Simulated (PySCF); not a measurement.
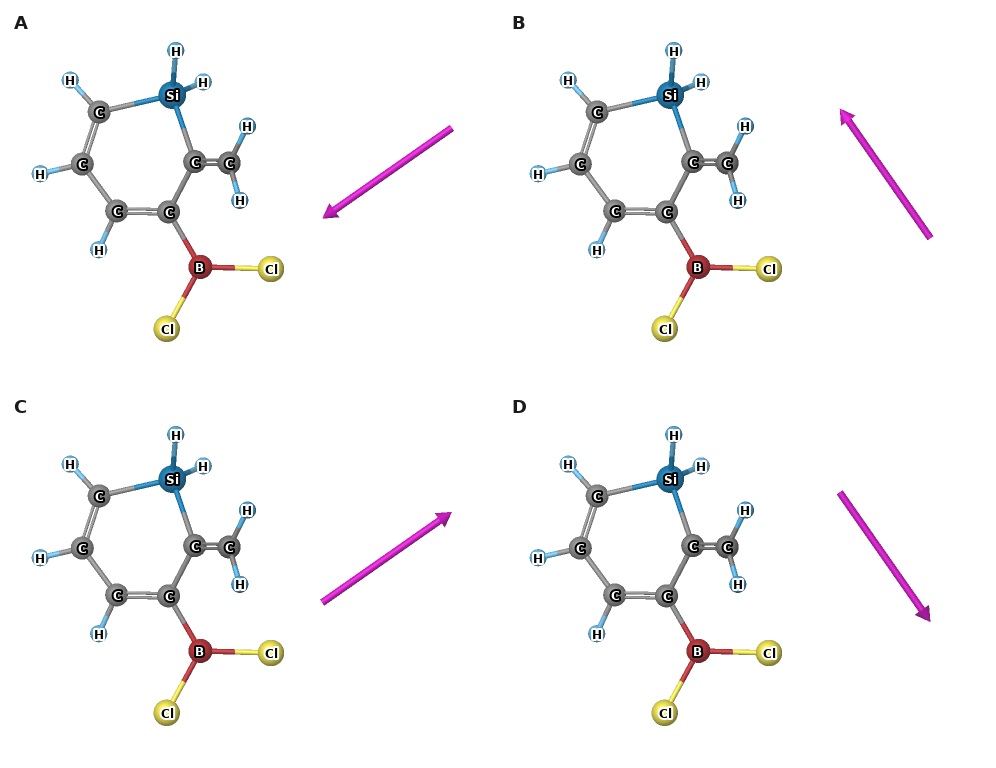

The same molecule four times, each with an arrow. The geometry was computed by an optimisation with GFN2-xTB. No frequency run is at hand to confirm it as a minimum. Method: PBE0/pcSseg-1, gas phase (PySCF 2.14.0).

### Which arrow points along the dipole moment, from the negative to the positive end?

B. The dipole moment is 2.22 D.

The geometry is semi-empirical. Around B, Si such bond lengths and angles can be off by a tenth of an ångström or more and by several degrees, and values that hang on the shape move with them.
